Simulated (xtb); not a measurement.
**Geometry relaxation, with input and output: C$_{4}$H$_{9}$P (part 1 of 4)**

The run: geometry relaxation of C$_{4}$H$_{9}$P. Method and program: GFN2-xTB (xtb 6.7.1 later snapshot).

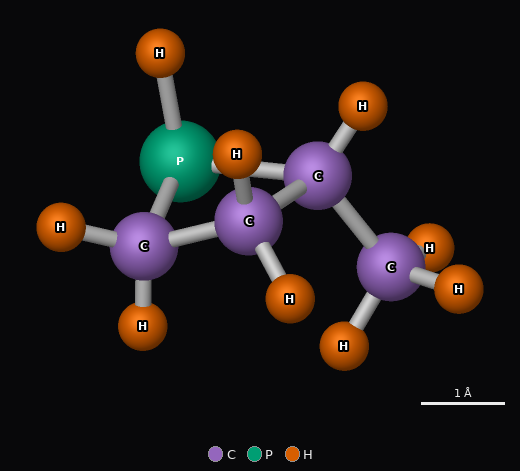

The structure as given in the input (ball-and-stick view, seen at a tilt). Bond lengths as drawn: C–C 1.48 to 1.59 Å, C–H 1.02 to 1.22 Å, C–P 1.85 to 1.92 Å and H–P 1.50 Å.

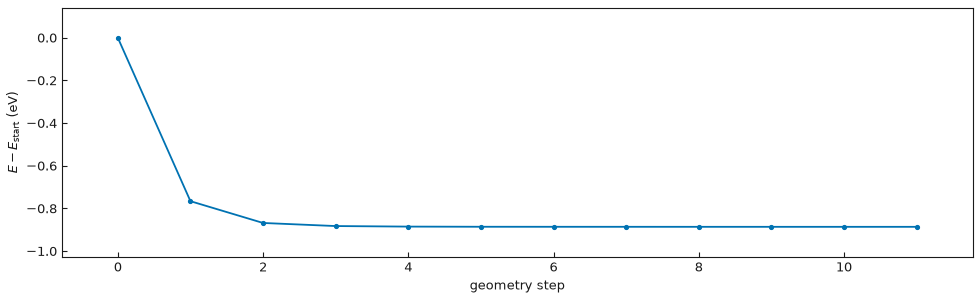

Progress of the relaxation, step by step (steps are counted from 0).

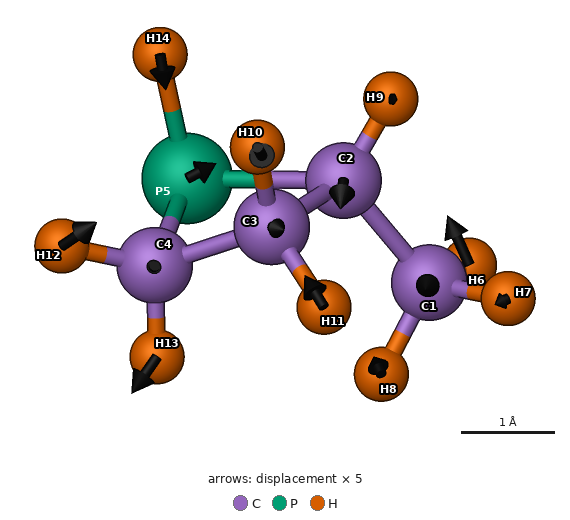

The starting structure with the displacements as black arrows, magnified 5 times (ball-and-stick view, seen at a tilt). The two geometries are laid on each other by the best rigid fit. The energy falls by 0.886 eV in 11 geometry steps. The largest move after the best rigid fit is that of H6, 0.12 Å. Largest moves by element: H 0.12 Å, C 0.08 Å, P 0.07 Å. Among the contacts that change: C3–H11 1.218 → 1.091 Å, C3–H10 1.201 → 1.090 Å, P5–H14 1.498 → 1.406 Å, C1–H6 1.024 → 1.088 Å. Among the angles that change: C3–C4–H12 124.4° → 116.6°, C2–C1–H6 116.7° → 110.5°, P5–C2–H9 120.0° → 114.3°. (Atoms are counted from 1 in the order of the input.)

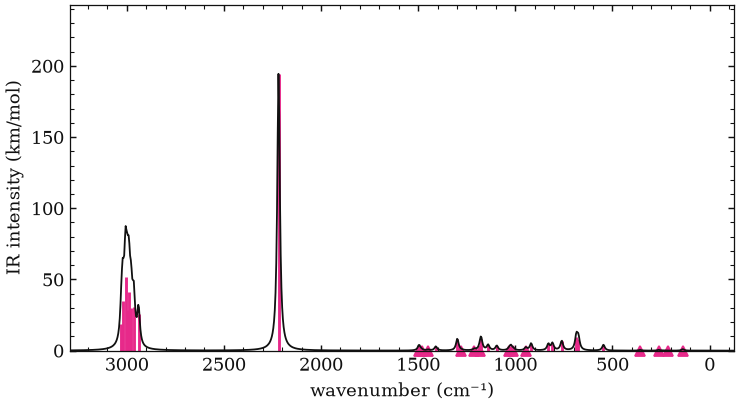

Harmonic infrared spectrum, unscaled: sticks (degenerate modes added up, dark ones marked on the axis) with a Lorentzian envelope of 16 cm⁻¹ full width, scaled to the tallest stick. 36 modes from 138 to 3027 cm⁻¹, none imaginary. The strongest line is at 2219 cm⁻¹ (194 km/mol).

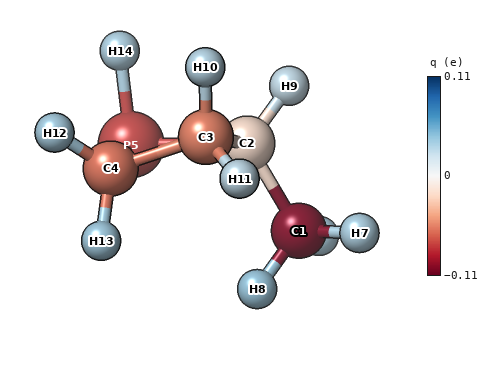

Mulliken charges, as the colour of each atom (ball-and-stick view, seen at a tilt; atoms are numbered from 1 in the order of the input). By element: C −0.10 to −0.02, P −0.08 and H +0.03 to +0.04 e.

The input that produced these results follows, with the program's output.

### The input (struc.xyz)
```
14

C     -1.16094     1.32843    -0.10180
C     -0.33110     0.29607     0.71814
C      1.06008    -0.02034     0.02083
C      0.69307    -1.24941    -0.71492
P     -0.83692    -1.50676     0.29585
H     -2.12578     1.48690     0.20090
H     -0.64087     2.34192    -0.04673
H     -1.14700     1.08591    -1.19993
H     -0.22844     0.58771     1.70749
H      1.94612    -0.20532     0.81089
H      1.49659     0.87908    -0.67470
H      1.33301    -2.15721    -0.78070
H      0.35981    -1.03045    -1.66537
H     -0.11769    -1.99790     1.51493
```

### File xcontrol
```
$chrg 0
$spin 0
$end
```

Run as:
```bash
xtb struc.xyz -I xcontrol --ohess vtight > struc.out 2> xtb.err
```

### Log
```
* xtb version 6.7.1
   ID    Z sym.   atoms
    1    6 C      1-4
    2   15 P      5
    3    1 H      6-14

           -------------------------------------------------
          |                Calculation Setup                |
           -------------------------------------------------

          program call               : xtb struc.xyz -I xcontrol --ohess vtight
          coordinate file            : struc.xyz
          omp threads                :                     1

molecular fragmentation (1/2 indicates fragments):
11111111112111
# atoms in fragment 1/2:    13     1
 fragment masses (1/2) :       87.08        1.01
CMA distance (Bohr)    :   4.464
constraining FC (au)   :  0.0500

           -------------------------------------------------
          |                 G F N 2 - x T B                 |
           -------------------------------------------------

      * Hamiltonian:
        H0-scaling (s, p, d)           1.850000    2.230000    2.230000
        zeta-weighting                 0.500000
      * Dispersion:
        s8                             2.700000
        a1                             0.520000
        a2                             5.000000
        s9                             5.000000
      * Repulsion:
        kExp                           1.500000    1.000000
        rExp                           1.000000
      * Coulomb:
        alpha                          2.000000
        third order                    shell-resolved
        anisotropic                    true
        a3                             3.000000
        a5                             4.000000
        cn-shift                       1.200000
        cn-exp                         4.000000
        max-rad                        5.000000

          ...................................................
          :                      SETUP                      :
          :.................................................:
          :  # basis functions                  35          :
          :  # atomic orbitals                  34          :
          :  # shells                           20          :
          :  # electrons                        30          :
          :  max. iterations                   250          :
          :  Hamiltonian                  GFN2-xTB          :
          :  restarted?                      false          :
          :  GBSA solvation                  false          :
          :  PC potential                    false          :
          :  electronic temp.          300.0000000     K    :
          :  accuracy                    1.0000000          :
          :  -> integral cutoff          0.2500000E+02      :
          :  -> integral neglect         0.1000000E-07      :
          :  -> SCF convergence          0.1000000E-05 Eh   :
          :  -> wf. convergence          0.1000000E-03 e    :
          :  Broyden damping             0.4000000          :
          :  net charge                          0          :
          :  unpaired electrons                  0          :
          ...................................................

 iter      E             dE          RMSdq      gap      omega  full diag
   1    -15.7592609 -0.157593E+02  0.320E+00    4.50       0.0  T
   2    -15.8033623 -0.441014E-01  0.240E+00    4.70       1.0  T
   3    -15.8058298 -0.246758E-02  0.129E+00    4.69       1.0  T
   4    -15.8060099 -0.180054E-03  0.206E-01    4.70       1.0  T
   5    -15.8060531 -0.432349E-04  0.924E-02    4.70       1.0  T
   6    -15.8060702 -0.171099E-04  0.367E-02    4.70       1.0  T
   7    -15.8060722 -0.195157E-05  0.156E-02    4.70       1.7  T
   8    -15.8060723 -0.724999E-07  0.462E-03    4.70       5.8  T
   9    -15.8060723 -0.179545E-07  0.197E-03    4.70      13.6  T
  10    -15.8060723 -0.438645E-08  0.601E-04    4.70      44.4  T
  11    -15.8060723 -0.736256E-09  0.211E-04    4.70     126.8  T

   *** convergence criteria satisfied after 11 iterations ***

         #    Occupation            Energy/Eh            Energy/eV
      -------------------------------------------------------------
         1        2.0000           -0.6655089             -18.1094
       ...           ...                  ...                  ...
         9        2.0000           -0.4780700             -13.0089
        10        2.0000           -0.4668133             -12.7026
        11        2.0000           -0.4539874             -12.3536
        12        2.0000           -0.4381048             -11.9214
        13        2.0000           -0.4149597             -11.2916
        14        2.0000           -0.4113926             -11.1946
        15        2.0000           -0.3789890             -10.3128 (HOMO)
        16                         -0.2062285              -5.6118 (LUMO)
        17                         -0.1886143              -5.1325
        18                         -0.0117677              -0.3202
        19                         -0.0059885              -0.1630
        20                          0.0070085               0.1907
       ...                                ...                  ...
        34                          0.7593760              20.6637
      -------------------------------------------------------------
                  HL-Gap            0.1727605 Eh            4.7011 eV
             Fermi-level           -0.2926088 Eh           -7.9623 eV

 SCC (total)                   0 d,  0 h,  0 min,  0.006 sec
 SCC setup                      ...        0 min,  0.000 sec (  1.283%)
 Dispersion                     ...        0 min,  0.000 sec (  0.906%)
 classical contributions        ...        0 min,  0.000 sec (  0.169%)
 integral evaluation            ...        0 min,  0.001 sec ( 13.230%)
 iterations                     ...        0 min,  0.003 sec ( 55.626%)
 molecular gradient             ...        0 min,  0.002 sec ( 27.580%)
 printout                       ...        0 min,  0.000 sec (  1.004%)

         :::::::::::::::::::::::::::::::::::::::::::::::::::::
         ::                     SUMMARY                     ::
         :::::::::::::::::::::::::::::::::::::::::::::::::::::
         :: total energy             -15.615918370398 Eh    ::
         :: gradient norm              0.177616062421 Eh/a0 ::
         :: HOMO-LUMO gap              4.701053831207 eV    ::
         ::.................................................::
         :: SCC energy               -15.806059457435 Eh    ::
         :: -> isotropic ES            0.002290139080 Eh    ::
         :: -> anisotropic ES          0.003316653862 Eh    ::
         :: -> anisotropic XC          0.010609305049 Eh    ::
         :: -> dispersion             -0.008947222013 Eh    ::
         :: repulsion energy           0.190141087036 Eh    ::
         :: add. restraining           0.000000000000 Eh    ::
         :: total charge              -0.000000000000 e     ::
         :::::::::::::::::::::::::::::::::::::::::::::::::::::

      -----------------------------------------------------------
     |                   =====================                   |
     |                        A N C O P T                        |
     |                   =====================                   |
     |               Approximate Normal Coordinate               |
     |                Rational Function Optimizer                |
      -----------------------------------------------------------

          ...................................................
          :                      SETUP                      :
          :.................................................:
          :   optimization level         verytight          :
          :   max. optcycles                   280          :
          :   ANC micro-cycles                  20          :
          :   degrees of freedom                36          :
          :.................................................:
          :   RF solver                   davidson          :
          :   write xtbopt.log                true          :
          :   linear?                        false          :
          :   energy convergence         0.1000000E-06 Eh   :
          :   grad. convergence          0.2000000E-03 Eh/α :
          :   maximum RF displ.          1.0000000          :
          :   Hlow (freq-cutoff)         0.1000000E-01      :
          :   Hmax (freq-cutoff)         5.0000000          :
          :   S6 in model hess.         20.0000000          :
          ...................................................

generating ANC from exact Hessian ...
Using Lindh-Hessian (1995)
 Shifting diagonal of input Hessian by    5.6248958197769646E-003
 Lowest  eigenvalues of input Hessian
    0.000000    0.000000    0.000000    0.000000    0.000000    0.000000
    0.010000    0.011765    0.012376    0.014447    0.015225    0.024407
    0.033613    0.037449    0.040103    0.046462    0.048286    0.058858
 Highest eigenvalues
    0.954395    1.059307    1.199734    1.233535    1.288617    1.349975

........................................................................
.............................. CYCLE    1 ..............................
........................................................................

 iter      E             dE          RMSdq      gap      omega  full diag
   1    -15.8060723 -0.158061E+02  0.438E-05    4.70       0.0  T
   2    -15.8060723 -0.302869E-11  0.146E-05    4.70    1832.9  T
   3    -15.8060723 -0.277112E-12  0.961E-06    4.70    2781.6  T
     SCC iter.                  ...        0 min,  0.001 sec
     gradient                   ...        0 min,  0.002 sec
 * total energy  :   -15.6159184 Eh     change       -0.2179412E-10 Eh
   gradient norm :     0.1776159 Eh/α   predicted     0.0000000E+00 (-100.00%)
   displ. norm   :     0.3195982 α      lambda       -0.4171657E-01
   maximum displ.:     0.1143277 α      in ANC's #19, #27, #23, ...

........................................................................
.............................. CYCLE    2 ..............................
........................................................................

 iter      E             dE          RMSdq      gap      omega  full diag
   1    -15.8328164 -0.158328E+02  0.585E-01    4.79       0.0  T
   2    -15.8331471 -0.330653E-03  0.321E-01    4.79       1.0  T
   3    -15.8331618 -0.146960E-04  0.127E-01    4.79       1.0  T
   4    -15.8331830 -0.212564E-04  0.496E-02    4.79       1.0  T
   5    -15.8331873 -0.430335E-05  0.992E-03    4.79       2.7  T
   6    -15.8331875 -0.180407E-06  0.624E-03    4.79       4.3  T
   7    -15.8331875 -0.241904E-07  0.130E-03    4.79      20.5  T
   8    -15.8331875 -0.951035E-09  0.557E-04    4.79      48.0  T
   9    -15.8331875 -0.386551E-09  0.161E-04    4.79     165.9  T
     SCC iter.                  ...        0 min,  0.002 sec
     gradient                   ...        0 min,  0.002 sec
 * total energy  :   -15.6440647 Eh     change       -0.2814630E-01 Eh
   gradient norm :     0.0609617 Eh/α   predicted    -0.2298881E-01 ( -18.32%)
   displ. norm   :     0.3007214 α      lambda       -0.9945610E-02
   maximum displ.:     0.1312547 α      in ANC's #6, #15, #12, ...

........................................................................
.............................. CYCLE    3 ..............................
........................................................................

 iter      E             dE          RMSdq      gap      omega  full diag
   1    -15.8501863 -0.158502E+02  0.381E-01    4.83       0.0  T
   2    -15.8502696 -0.832869E-04  0.233E-01    4.83       1.0  T
   3    -15.8502667  0.288687E-05  0.624E-02    4.83       1.0  T
   4    -15.8502792 -0.124409E-04  0.212E-02    4.83       1.3  T
   5    -15.8502794 -0.270864E-06  0.103E-02    4.83       2.6  T
   6    -15.8502796 -0.105062E-06  0.451E-03    4.83       5.9  T
   7    -15.8502796 -0.703267E-08  0.596E-04    4.83      44.8  T
   8    -15.8502796 -0.144894E-09  0.367E-04    4.83      72.7  T
     SCC iter.                  ...        0 min,  0.002 sec
     gradient                   ...        0 min,  0.002 sec
 * total energy  :   -15.6478143 Eh     change       -0.3749638E-02 Eh
   gradient norm :     0.0205727 Eh/α   predicted    -0.5422514E-02 (  44.61%)
   displ. norm   :     0.1480241 α      lambda       -0.1361871E-02
   maximum displ.:     0.0822613 α      in ANC's #4, #3, #6, ...

........................................................................
.............................. CYCLE    4 ..............................
........................................................................

 iter      E             dE          RMSdq      gap      omega  full diag
   1    -15.8461755 -0.158462E+02  0.225E-01    4.80       0.0  T
   2    -15.8461859 -0.104141E-04  0.124E-01    4.80       1.0  T
   3    -15.8461862 -0.316113E-06  0.300E-02    4.79       1.0  T
   4    -15.8461873 -0.106530E-05  0.104E-02    4.79       2.6  T
   5    -15.8461873 -0.550978E-07  0.223E-03    4.79      12.0  T
   6    -15.8461873 -0.988304E-08  0.110E-03    4.79      24.2  T
   7    -15.8461873 -0.621625E-09  0.281E-04    4.79      95.1  T
   8    -15.8461873 -0.174394E-09  0.936E-05    4.79     285.5  T
     SCC iter.                  ...        0 min,  0.002 sec
     gradient                   ...        0 min,  0.002 sec
 * total energy  :   -15.6483460 Eh     change       -0.5317076E-03 Eh
   gradient norm :     0.0064676 Eh/α   predicted    -0.6958561E-03 (  30.87%)
   displ. norm   :     0.0747026 α      lambda       -0.2449926E-03
   maximum displ.:     0.0475415 α      in ANC's #2, #4, #10, ...

........................................................................
.............................. CYCLE    5 ..............................
........................................................................
```
